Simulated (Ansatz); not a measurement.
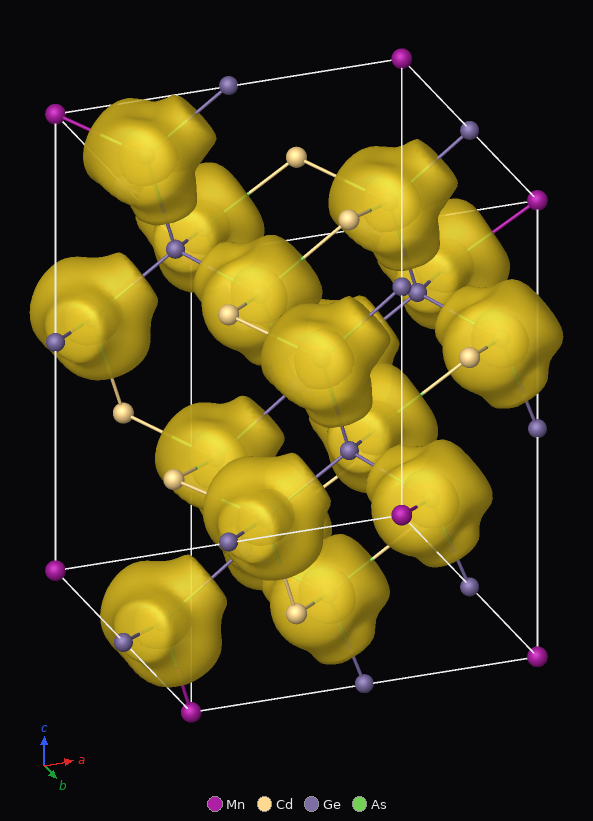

Figure. MnCd₇Ge₈As₁₆. Isosurface of the ELF at 0.55 (yellow), seen at an oblique angle. Core shells and regions of very low density are left out. Sticks mark near contacts.

Space group P-4; a generated structure, not necessarily the stable one; spin-polarised.

These are results of DFT PBE, scalar-relativistic, plane waves, PAW (Ansatz), not measurements.

In a PAW calculation such maps are meaningful between the atoms, not at the nuclei.

**Where are the electrons localised?**

The surface consists of 16 regions on As in which the atom's valence shell and bonds are merged, counted in one cell of 32 atoms. Regions shared between cells count once. Along the contacts the grid gives the following. Ge–As (2.47 Å): the ELF peaks at about 0.75 between the atoms. Mn–As (2.55 Å): the ELF peaks at about 0.80 between the atoms.
